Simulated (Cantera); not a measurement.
Feed: 1 mol S, 0.054 mol H2O, held at 1100 K.

Method: chemical equilibrium by Gibbs-energy minimisation in Cantera with the NASA 1993 tables (ideal gas, pure condensed phases). Candidate condensed phases: H2O, H2SO4, S; 19 gas species. The ideal-gas law is rough above about 30 bar. Gases not in the tables: S3 to S7. The numbers say what is thermodynamically allowed, not how fast it happens.

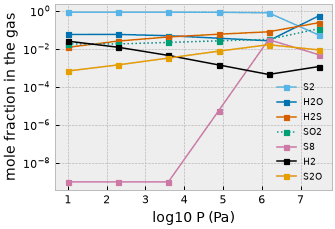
Figure: Equilibrium gas composition (values under 1e-9 drawn at 1e-9)

From 10.0 Pa to 15.0 bar nothing is condensed. At 300 bar the condensed part is S(l).
